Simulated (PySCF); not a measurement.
SMILES B[NH] (H₃BN), doublet at its PBE0/def2-SVP optimised geometry (Å):

```
5

B      0.0137    -0.4532     0.0000
N     -0.6646     0.6929     0.0000
H      1.2339    -0.4532     0.0000
H     -0.5832    -1.5194     0.0000
H     -1.2339     1.5194    -0.0001
```

Method: unrestricted PBE0/def2-TZVP in PySCF. Cells within 0.4 Å of a nucleus heavier than hydrogen are left out (blank, or x).

Map of the log10 of the electron density (e/bohr³), floored at −4 on the plane z = 0.0 Å:

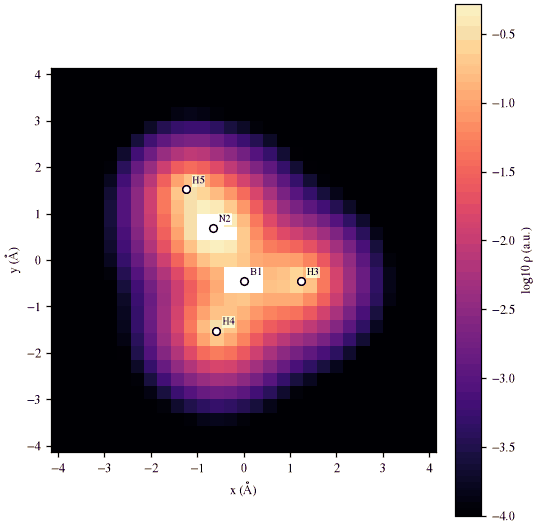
Fig. 1. Log10 of the electron density (e/bohr³), floored at −4 on the plane z = 0.0 Å.
